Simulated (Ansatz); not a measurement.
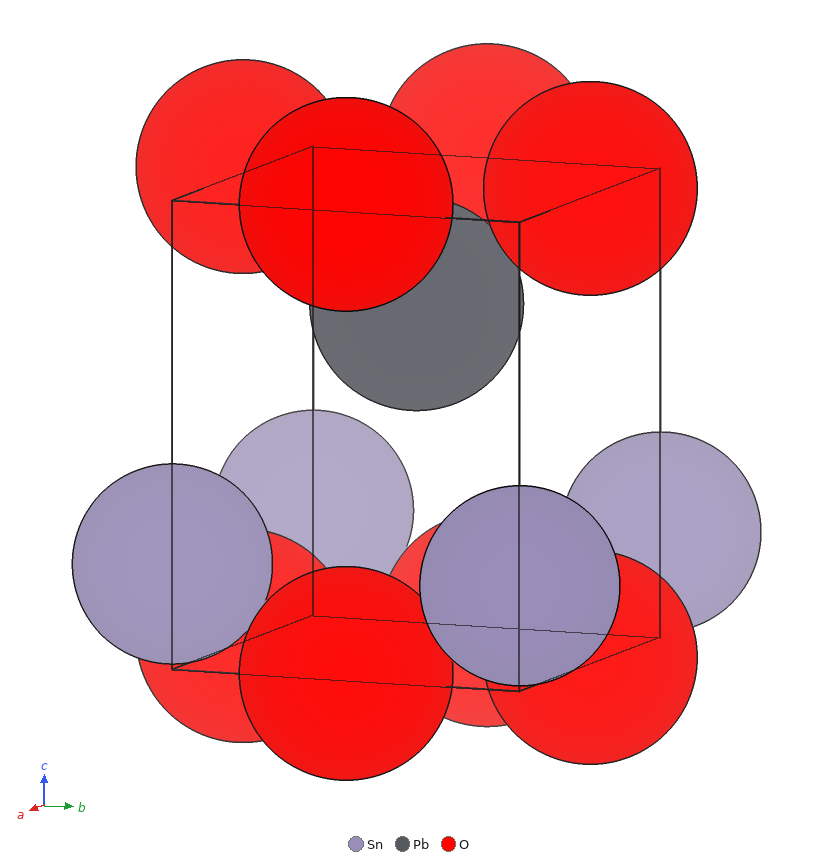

Space-filling representation of a periodic structure, projected slightly off an axis. The frame is the conventional unit cell; atoms at its boundary are shown with their periodic copies.

SnPbO2, space group P4mm (No. 99), a = 3.868 Å, b = 3.868 Å, c = 4.898 Å, α = 90.00°, β = 90.00°, γ = 90.00°. Provenance: a structure type filled with these elements by a generator (whether the compound takes this form wasn't checked). Earlier steps of the study may have refined or changed the cell and positions. An electronic-structure calculation with Ansatz was run on it.

This one geometry was computed with Ansatz (DFT, plane waves, PAW) at five levels of theory: HSE06, PBE with spin-orbit coupling, PBE, r2SCAN and PBE0.

### Which level gives the highest pressure at this volume, and what does that say about its equilibrium volume?

Highest: PBE with spin-orbit coupling (4.8 GPa) and PBE (4.9 GPa), which points to the largest equilibrium volume. Lowest, with the smallest volume: HSE06 (0.7 GPa) and PBE0 (0.6 GPa). Levels within 0.5 GPa of each other can't be told apart.

### How does the band gap change with the level of theory?

PBE with spin-orbit coupling: a gap of 0.30 eV, indirect; PBE: a gap of 0.56 eV, indirect; r2SCAN: a gap of 0.78 eV, indirect; HSE06: a gap of 1.03 eV, indirect; PBE0: a gap of 1.67 eV, indirect.

### Collect the results in a table.

| level | cutoff (eV) | k-mesh of the run's cell | gap (eV) | pressure (GPa) |
| --- | --- | --- | --- | --- |
| HSE06 | 420 | 4×4×4 | 1.03 | 0.7 |
| PBE with spin-orbit coupling | 420 | 6×6×6 | 0.30 | 4.8 |
| PBE | 420 | 6×6×6 | 0.56 | 4.9 |
| r2SCAN | 500 | 6×6×6 | 0.78 | 1.2 |
| PBE0 | 420 | 4×4×4 | 1.67 | 0.6 |

Gaps are taken on the k-mesh or band path of each run.
